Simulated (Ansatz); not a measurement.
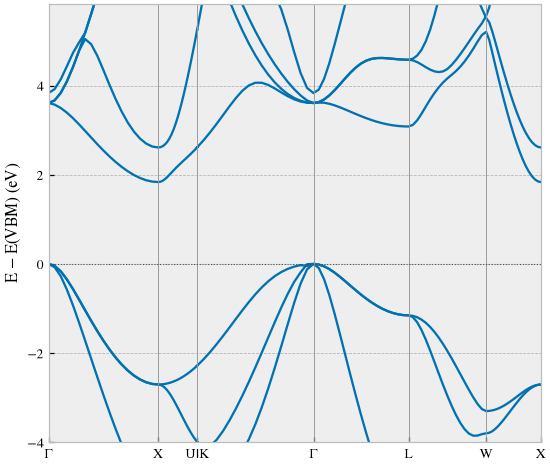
*Band structure from the program Ansatz at the PBEsol level (PAW)*

Task: Read off the gap and where the band edges lie.

Result: About 1.8 eV (1.84 eV by a search for the band edges); maximum at Γ, minimum at X.

Task: Which compound is it?
A. BeS, zinc blende
B. BeTe, zinc blende
C. GaP, zinc blende
D. PbS, zinc blende

Result: B, BeTe, zinc blende

Space group F-43m (zinc blende). Symmetry was held in the PBEsol relaxation. Scalar-relativistic: spin–orbit coupling is off unless named, which matters more the heavier the elements.

Potentials: the earlier of the program's two PAW sets. The files were generated under PBE; for other functionals the program regenerates the frozen cores, and for LDA and PBEsol the local potential too.
